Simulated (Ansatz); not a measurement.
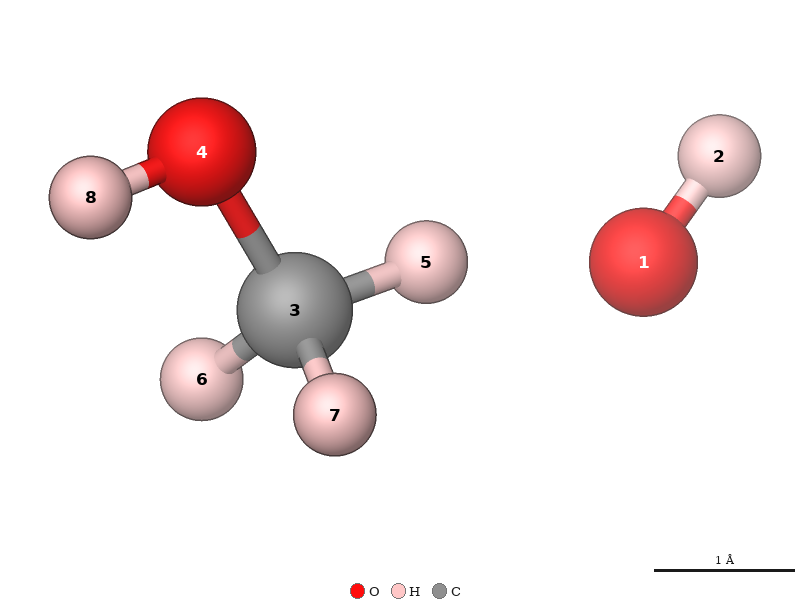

Orthographic view. Depth is shown by fading: the farther an atom, the more it takes the colour of the background. State: charge −1, singlet. Computed geometry: PBE-D4/def2-SVPD optimisation. No frequency run is at hand to confirm it as a minimum.

Give the distance matrix in Å.

```tsv
atom	O1	H2	C3	O4	H5	H6	H7	H8
O1	0.00							
H2	0.97	0.00						
C3	2.93	3.69	0.00					
O4	3.88	4.41	1.45	0.00				
H5	1.83	2.55	1.14	2.13	0.00			
H6	3.36	4.17	1.11	2.12	1.83	0.00		
H7	3.35	4.18	1.11	2.12	1.83	1.81	0.00	
H8	4.74	5.33	1.98	0.97	2.92	2.36	2.36	0.00
```
